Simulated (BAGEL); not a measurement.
# C2H8N2 (SMILES NCCN) at 3 levels

Wanted: a comparison of 3 runs (B3LYP/6-31G*, PBE0/6-31G*, RI-MP2/6-31G*) of C2H8N2. 

The calculation is run with BAGEL 1.2.2.

2 further runs of the same task are left out: 2 set aside as unsound or not needed. Runs told in other sessions of the task aren't counted.

## (1) The molecule

C2H8N2 has 12 atoms, charge 0, and is taken as a singlet. SMILES: `NCCN`. Geometry: relaxed at PBE0-D4/def2-TZVP. This is one conformer, not always the lowest.

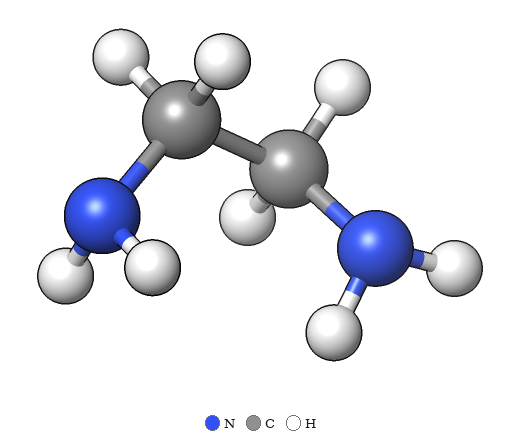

Viewed from a chosen angle; nitrogen blue, carbon grey, hydrogen white.

## (2) The energy at B3LYP/6-31G(d) (density fitting with cc-pvqz-jkfit, spherical functions) (run 1)

File job.json:

```json
{ "bagel": [

{
  "title": "molecule",
  "basis": "6-31gs.json",
  "df_basis": "cc-pvqz-jkfit",
  "angstrom": true,
  "geometry": [
    { "atom": "N", "xyz": [   -0.762330,    1.126470,   -0.710250 ] },
    { "atom": "C", "xyz": [   -0.316710,    0.591710,    0.567210 ] },
    { "atom": "C", "xyz": [    0.884280,   -0.323240,    0.382180 ] },
    { "atom": "N", "xyz": [    0.675320,   -1.480980,   -0.468460 ] },
    { "atom": "H", "xyz": [   -1.212530,    0.402560,   -1.256520 ] },
    { "atom": "H", "xyz": [   -1.451020,    1.854790,   -0.574690 ] },
    { "atom": "H", "xyz": [   -0.020290,    1.431720,    1.203730 ] },
    { "atom": "H", "xyz": [   -1.103200,    0.042220,    1.112870 ] },
    { "atom": "H", "xyz": [    1.705110,    0.259400,   -0.045830 ] },
    { "atom": "H", "xyz": [    1.217770,   -0.672340,    1.365160 ] },
    { "atom": "H", "xyz": [    0.496030,   -1.198660,   -1.423440 ] },
    { "atom": "H", "xyz": [   -0.112430,   -2.033650,   -0.151960 ] }
  ]
},
{ "title": "ks", "xc_func": "b3lyp" },
{ "title": "print", "file": "orbitals.molden", "orbitals": true }

]}
```

The basis set 6-31G* is read from a file made from the Basis Set Exchange's data (not shown).

Started as:

```
BAGEL_NUM_THREADS=1 BAGEL job.json > job.out
```

Standard output:

```text
* using 1 threads per process

  ===============================================================
  ===============================================================

  *** Geometry ***

  { "atom" : "N", "xyz" : [     -1.440595,      2.128720,     -1.342178 ] },
  { "atom" : "C", "xyz" : [     -0.598495,      1.118170,      1.071872 ] },
  { "atom" : "C", "xyz" : [      1.671047,     -0.610835,      0.722216 ] },
[... 8 lines of this table left out ...]
  { "atom" : "H", "xyz" : [     -0.212462,     -3.843042,     -0.287163 ] },

  Number of auxiliary basis functions:      832

  Since a DF basis is specified, we compute 2- and 3-index integrals:
    o Being stored without compression. Storage requirement is 0.035 GB

  Number of basis functions:       72
  Number of electrons      :       34

    * METHOD: MOLECULE                             0.84

  *** Kohn-Sham DFT ***

    * Removing 23816 points whose weight is below 1.00e-10
    * Grid points: 155056

  === Nuclear Repulsion ===
   134.7619074232

       - DIIS with orbital gradients will be used.

  === KS iteration (b3lyp / 6-31gs.json) ===
      0       -162.65854831          0.16798614           0.47
      1       -165.35547049          0.13741081           0.44
      2       -163.85588013          0.19511011           0.44
[... 17 lines of this table left out ...]
     20       -190.50624181          0.00000001           0.43
    * SCF iteration converged.

    * Permanent dipole moment:
           (    0.906520,    -0.117827,    -0.138319) a.u.

    * METHOD: KS                                  10.38

    * METHOD: PRINT                                0.01

  ===============================================================
```

Wall time 11 s (1 thread of Arm Neoverse V1, shared host); peak memory 0.52 GiB.

## (3) The energy at PBE0/6-31G(d) (density fitting with cc-pvqz-jkfit, spherical functions) (run 2)

File calc.json:

```json
{ "bagel" : [

{
  "title" : "molecule",
  "basis" : "6-31gs.json",
  "df_basis" : "cc-pvqz-jkfit",
  "angstrom" : true,
  "geometry" : [
    { "atom" : "N", "xyz" : [   -0.762330,    1.126470,   -0.710250 ] },
    { "atom" : "C", "xyz" : [   -0.316710,    0.591710,    0.567210 ] },
    { "atom" : "C", "xyz" : [    0.884280,   -0.323240,    0.382180 ] },
    { "atom" : "N", "xyz" : [    0.675320,   -1.480980,   -0.468460 ] },
    { "atom" : "H", "xyz" : [   -1.212530,    0.402560,   -1.256520 ] },
    { "atom" : "H", "xyz" : [   -1.451020,    1.854790,   -0.574690 ] },
    { "atom" : "H", "xyz" : [   -0.020290,    1.431720,    1.203730 ] },
    { "atom" : "H", "xyz" : [   -1.103200,    0.042220,    1.112870 ] },
    { "atom" : "H", "xyz" : [    1.705110,    0.259400,   -0.045830 ] },
    { "atom" : "H", "xyz" : [    1.217770,   -0.672340,    1.365160 ] },
    { "atom" : "H", "xyz" : [    0.496030,   -1.198660,   -1.423440 ] },
    { "atom" : "H", "xyz" : [   -0.112430,   -2.033650,   -0.151960 ] }
  ]
},
{
  "title" : "ks",
  "xc_func" : "pbe0"
},
{
  "title" : "print",
  "file" : "orbitals.molden",
  "orbitals" : true
}

]}
```

The basis set 6-31G* is read from a file made from the Basis Set Exchange's data (not shown).

Started as:

```
BAGEL_NUM_THREADS=1 BAGEL calc.json > calc.out
```

Standard output:

```text
* using 1 threads per process

  ===============================================================
  ===============================================================

  *** Geometry ***

  { "atom" : "N", "xyz" : [     -1.440595,      2.128720,     -1.342178 ] },
  { "atom" : "C", "xyz" : [     -0.598495,      1.118170,      1.071872 ] },
  { "atom" : "C", "xyz" : [      1.671047,     -0.610835,      0.722216 ] },
[... 8 lines of this table left out ...]
  { "atom" : "H", "xyz" : [     -0.212462,     -3.843042,     -0.287163 ] },

  Number of auxiliary basis functions:      832

  Since a DF basis is specified, we compute 2- and 3-index integrals:
    o Being stored without compression. Storage requirement is 0.035 GB

  Number of basis functions:       72
  Number of electrons      :       34

    * METHOD: MOLECULE                             0.82

  *** Kohn-Sham DFT ***

    * Removing 23816 points whose weight is below 1.00e-10
    * Grid points: 155056

  === Nuclear Repulsion ===
   134.7619074232

       - DIIS with orbital gradients will be used.

  === KS iteration (pbe0 / 6-31gs.json) ===
      0       -162.40864726          0.16761953           0.44
      1       -165.01483331          0.13616978           0.42
      2       -164.29577976          0.19296912           0.43
[... 16 lines of this table left out ...]
     19       -190.27885903          0.00000001           0.44
    * SCF iteration converged.

    * Permanent dipole moment:
           (    0.927073,    -0.122867,    -0.151019) a.u.

    * METHOD: KS                                   9.60

    * METHOD: PRINT                                0.01

  ===============================================================
```

Run time: 11 s. Hardware: 1 thread of Arm Neoverse V1, shared host; peak memory 0.52 GiB.

## (4) The energy at RI-MP2/6-31G(d) (density fitting with cc-pvqz-jkfit, spherical functions) (run 3)

File input.json:

```json
{ "bagel": [

{
  "title": "molecule",
  "basis": "6-31gs.json",
  "df_basis": "cc-pvqz-jkfit",
  "angstrom": true,
  "geometry": [
    { "atom": "N", "xyz": [      -0.762330,       1.126470,      -0.710250 ] },
    { "atom": "C", "xyz": [      -0.316710,       0.591710,       0.567210 ] },
    { "atom": "C", "xyz": [       0.884280,      -0.323240,       0.382180 ] },
    { "atom": "N", "xyz": [       0.675320,      -1.480980,      -0.468460 ] },
    { "atom": "H", "xyz": [      -1.212530,       0.402560,      -1.256520 ] },
    { "atom": "H", "xyz": [      -1.451020,       1.854790,      -0.574690 ] },
    { "atom": "H", "xyz": [      -0.020290,       1.431720,       1.203730 ] },
    { "atom": "H", "xyz": [      -1.103200,       0.042220,       1.112870 ] },
    { "atom": "H", "xyz": [       1.705110,       0.259400,      -0.045830 ] },
    { "atom": "H", "xyz": [       1.217770,      -0.672340,       1.365160 ] },
    { "atom": "H", "xyz": [       0.496030,      -1.198660,      -1.423440 ] },
    { "atom": "H", "xyz": [      -0.112430,      -2.033650,      -0.151960 ] }
  ]
},

{ "title": "hf" },

{ "title": "mp2", "ncore": 4 }

]}
```

The basis set 6-31G* is read from a file made from the Basis Set Exchange's data (not shown).

Started as:

```
BAGEL_NUM_THREADS=1 BAGEL input.json > input.out
```

Standard output:

```text
* using 1 threads per process

  ===============================================================
  ===============================================================

  *** Geometry ***

  { "atom" : "N", "xyz" : [     -1.440595,      2.128720,     -1.342178 ] },
  { "atom" : "C", "xyz" : [     -0.598495,      1.118170,      1.071872 ] },
  { "atom" : "C", "xyz" : [      1.671047,     -0.610835,      0.722216 ] },
[... 8 lines of this table left out ...]
  { "atom" : "H", "xyz" : [     -0.212462,     -3.843042,     -0.287163 ] },

[... 23 lines left out ...]
    * SCF iteration converged.
[... 1 line left out ...]
    * Permanent dipole moment:
[... 2 lines left out ...]
    * METHOD: HF                                   1.66

  *** RHF ***

  === Nuclear Repulsion ===
   134.7619074232

      * DIIS with orbital gradients will be used.

  === RHF iteration (6-31gs.json) ===
      0       -189.26435806          0.00000000           0.11
    * SCF iteration converged.

    * Permanent dipole moment:
           (    0.960044,    -0.146202,    -0.205786) a.u.

  === DF-MP2 calculation ===

    * freezing 4 orbitals
    * 3-index integral transformation done
    * assembly done

      MP2 correlation energy:   -0.5843028566      0.08

      MP2 total energy:       -189.8486609156

    * METHOD: MP2                                  0.33

  ===============================================================
```

Run time: 3 s. Hardware: 1 thread of Arm Neoverse V1, shared host; peak memory 0.14 GiB.

## (5) The series

```tsv
run	level	frozen core orbitals	energy (Eh)	dipole moment (D)	HOMO energy (eV)	LUMO energy (eV)	wall time
1	B3LYP/6-31G* (density fitting with cc-pvqz-jkfit, spherical functions)	–	-190.506242	2.35	-6.01	1.87	11 s
2	PBE0/6-31G* (density fitting with cc-pvqz-jkfit, spherical functions)	–	-190.278859	2.41	-6.29	2.24	11 s
3	RI-MP2/6-31G* (density fitting with cc-pvqz-jkfit, spherical functions)	4	-189.848661	–	–	–	3 s
```

## (6) Results

| quantity | value |
| --- | --- |
| run 3: total energy | -189.84866 Eh |
| run 3: correlation energy (4 core orbitals frozen) | -584.3 mEh |

In words: Totals of different functionals can't be ranked against each other. All runs together took 25 s, the longest 11 s.
